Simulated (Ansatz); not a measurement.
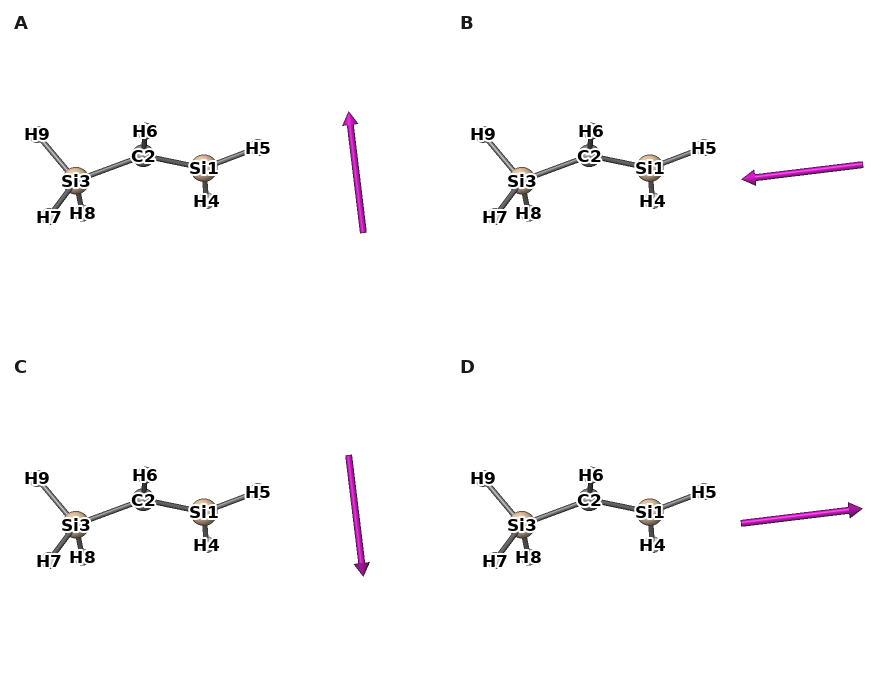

The same molecule four times, each with an arrow. Computed geometry: PBE-D4/def2-SVP optimisation. No frequency run is at hand to confirm it as a minimum. Method: RKS PBE-D4/def2-SVP (Ansatz 0.2.0).

> Which arrow points along the dipole moment, from the negative to the positive end?

D. The dipole moment is 1.49 D; it points from the side of H7, H9 to the side of H5 (the outermost atoms at the two ends).
